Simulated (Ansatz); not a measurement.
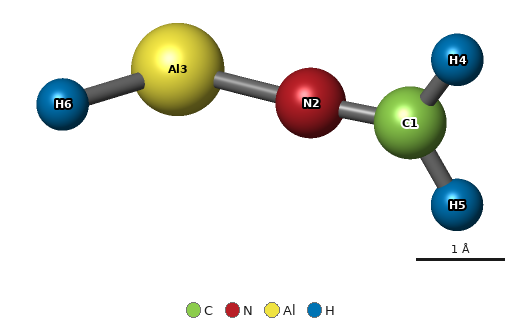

Fig. 1: The structure as given in the input (ball-and-stick view, seen at a tilt; atoms are numbered from 1 in the order of the input). Sticks mark near contacts.

**Two runs on CH₃AlN**

System: CH₃AlN, multiplicity 2.
Method of run A: UKS PBE-D4/def2-TZVPP (Ansatz 0.2.0).

The geometry comes from this level: PBE0-D4/def2-TZVP. Text and figures count atoms from 1; the logs count them from 0 in places.

## Input file, run A
```yaml
crystal:
  periodic: [false, false, false]
  atoms:
    - {symbol: C, position_ang: [-0.859850, -0.171133, -0.758120]}
    - {symbol: N, position_ang: [0.145829, 0.109678, -0.078056]}
    - {symbol: Al, position_ang: [1.612242, 0.588794, 0.742505]}
    - {symbol: H, position_ang: [-0.916734, -1.076039, -1.381706]}
    - {symbol: H, position_ang: [-1.758127, 0.464335, -0.773492]}
    - {symbol: H, position_ang: [1.776650, 0.084365, 2.248858]}
basis:
  gaussian: {orbitals: def2-TZVPP}
magnetization: {spin_polarized: true, initial_magnetization: 1}
hamiltonian: {xc: pbe, dispersion: d4}
```

Command:
```bash
ansatz run in.yaml --threads 2 --pin off --events-out ev --progress --plain --max-ram 4352MiB
```

Hardware: 2 threads of Intel Xeon @ 2.50GHz, 11 GiB of memory available, shared host.

## Output (run A)
```
Functional definition: PBE
  parameter kappa = 0.804
  parameter beta = 0.06672455060314922
  exchange = pbe_x(kappa = kappa, mu = beta*pi^2/3)
  correlation = pbe_c(beta = beta)
781 factors; their error is unknown
mean field evaluation 1: about -9142.5267 eV, gradient 6.4e1 eV
mean field evaluation 2: about -8910.1589 eV, gradient 1.6e2 eV
mean field evaluation 4: about -9163.8312 eV, gradient 1.5e1 eV
mean field evaluation 8: about -9165.5453 eV, gradient 2.6e-1 eV
mean field evaluation 16: about -9165.5357 eV, gradient 5.0e-4 eV
mean field -9165.53565072 eV, -336.8272225407 hartree, gradient 7.4e-5 eV, S^2 0.755005; 0 other end points of the search recorded, 0 dependent functions left out
reference -9165.53569250 eV, -336.8272240760 hartree; 15, 14 occupied and 131, 132 virtual orbitals, 781 factors
Total energy: -9165.63222754 eV, -336.8307716734 hartree
```

The input of run B differs as follows (lines with − go, lines with + come):
```diff
-    - {symbol: C, position_ang: [-0.859850, -0.171133, -0.758120]}
-    - {symbol: N, position_ang: [0.145829, 0.109678, -0.078056]}
-    - {symbol: Al, position_ang: [1.612242, 0.588794, 0.742505]}
-    - {symbol: H, position_ang: [-0.916734, -1.076039, -1.381706]}
-    - {symbol: H, position_ang: [-1.758127, 0.464335, -0.773492]}
-    - {symbol: H, position_ang: [1.776650, 0.084365, 2.248858]}
+    - {symbol: C, position_ang: [-0.864805, -0.176997, -0.750791]}
+    - {symbol: N, position_ang: [0.144583, 0.112216, -0.079939]}
+    - {symbol: Al, position_ang: [1.614498, 0.600431, 0.729076]}
+    - {symbol: H, position_ang: [-0.919829, -1.082445, -1.373713]}
+    - {symbol: H, position_ang: [-1.768325, 0.451095, -0.758187]}
+    - {symbol: H, position_ang: [1.793877, 0.095698, 2.233554]}
```

What does this change do to the results?

The energy is the same within 0.01 kcal/mol.

## Output (run B)
```
Functional definition: PBE
  parameter kappa = 0.804
  parameter beta = 0.06672455060314922
  exchange = pbe_x(kappa = kappa, mu = beta*pi^2/3)
  correlation = pbe_c(beta = beta)
781 factors; their error is unknown
mean field evaluation 1: about -9142.5200 eV, gradient 6.4e1 eV
mean field evaluation 2: about -8910.0638 eV, gradient 1.6e2 eV
mean field evaluation 4: about -9163.8330 eV, gradient 1.5e1 eV
mean field evaluation 8: about -9165.5452 eV, gradient 2.6e-1 eV
mean field evaluation 16: about -9165.5355 eV, gradient 5.0e-4 eV
mean field -9165.53554117 eV, -336.8272185147 hartree, gradient 7.5e-5 eV, S^2 0.755001; 0 other end points of the search recorded, 0 dependent functions left out
reference -9165.53558294 eV, -336.8272200498 hartree; 15, 14 occupied and 131, 132 virtual orbitals, 781 factors
Total energy: -9165.63211936 eV, -336.8307676978 hartree
```

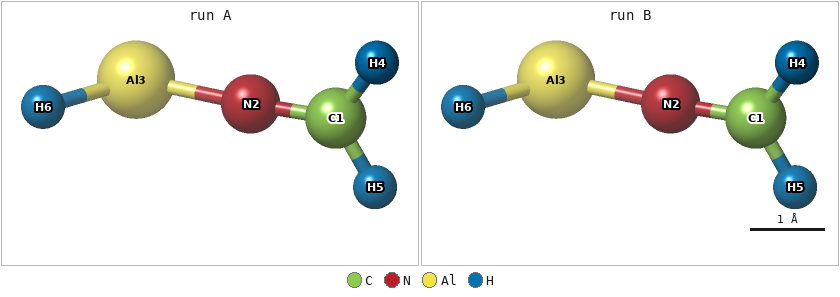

Fig. 2: The two input geometries at one scale (ball-and-stick view, seen at a tilt). No atom moves by more than 0.005 Å after the best rigid fit.

## The two runs side by side

| quantity | run A | run B |
| --- | --- | --- |
| outcome | converged | converged |
| total energy (hartree) | −336.830772 | −336.830768 |
| ⟨S²⟩ | 0.755 | 0.755 |
| basis functions | 146 | 146 |
| wall time (shared host) | 2.4 s | 2.5 s |
